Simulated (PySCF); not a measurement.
C5H10FPSi

```xyz
18

C    -3.4762    1.3840   -0.0268
C    -2.6793    0.3246    0.0785
C    -1.2614    0.4187    0.3238
C    -0.4247   -0.6174    0.4446
F    -0.9225   -1.8797    0.3348
Si    1.4429   -0.5523    0.7614
C     2.3085   -1.6280   -0.5546
P     1.9771    1.6334    0.7314
H    -4.5316    1.2835   -0.2115
H    -3.0960    2.3879    0.0711
H    -3.0779   -0.6763   -0.0204
H    -0.8320    1.4079    0.4203
H     1.7194   -1.0701    2.1110
H     2.2070   -1.1985   -1.5487
H     1.8762   -2.6240   -0.5793
H     3.3693   -1.7308   -0.3431
H     3.3358    1.4156    0.8489
H     2.0568    1.7280   -0.6474
```

Geometry: GFN2-xTB.

All numbers below come from PySCF, PBE0/pcSseg-1, SCF density, gas phase, non-relativistic.

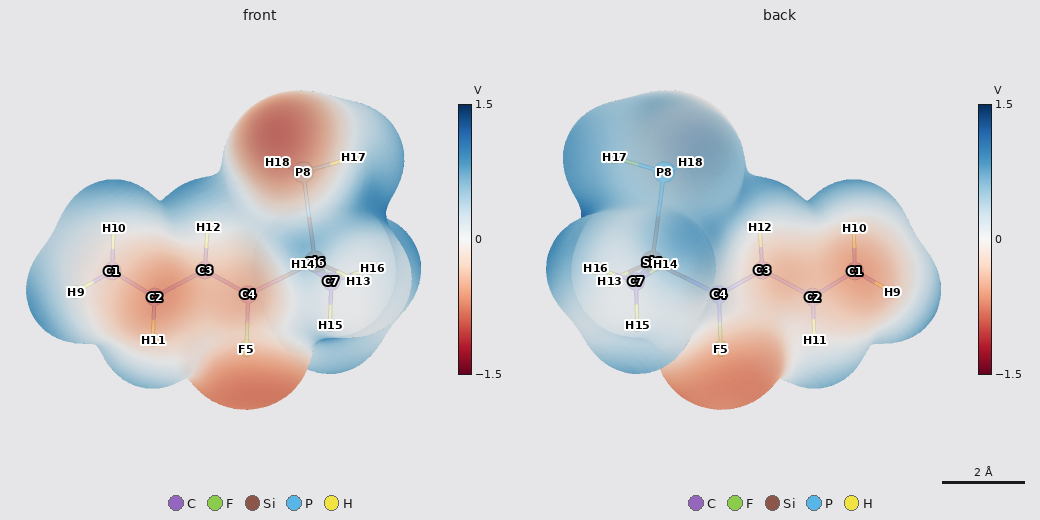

Figure 1. The electrostatic potential painted on the density surface at 0.002 e/bohr³, seen from the front and from behind; the colour scale runs from red (negative) to blue (positive).

### Which sites attract a positive test charge, and which a negative one?

A positive charge is drawn to the negative regions and a negative charge to the positive ones. The most negative region (about −0.9 V) lies over P8, the most positive (about +1.1 V) over Si6.

### How polar is the molecule by this calculation?

Its dipole moment is 1.47 D.

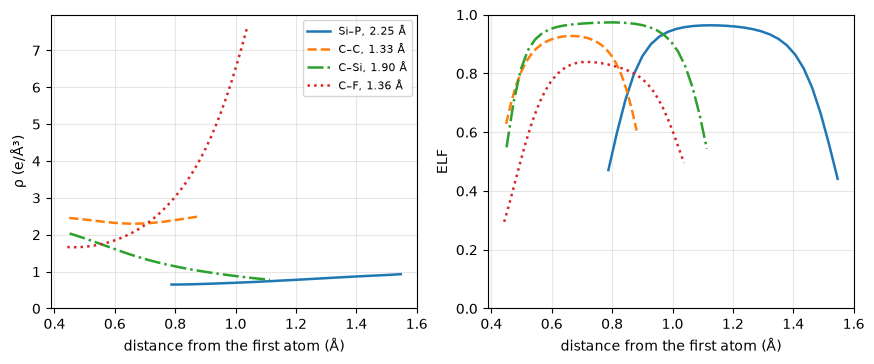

Figure 2. Total electron density and ELF along straight lines between neighbouring atoms. The curves leave out the atomic cores.

### Compare the contacts.

Si–P (2.25 Å): ρ is about 0.75 e/Å³ halfway; the ELF peaks at about 0.95 between the atoms (a covalent bond).
C–C (1.33 Å): the density is about 2.3 e/Å³ at the midpoint; the ELF peaks at about 0.95 between the atoms (a multiple bond).
C–Si (1.90 Å): the density is about 0.94 e/Å³ at the midpoint; the ELF peaks at about 1 between the atoms, as expected for a shared electron pair.
C–F (1.36 Å): ρ is about 2.2 e/Å³ halfway, with its minimum of 1.7 e/Å³ about 0.5 Å from C; the ELF peaks at about 0.85 between the atoms (a polar covalent bond).
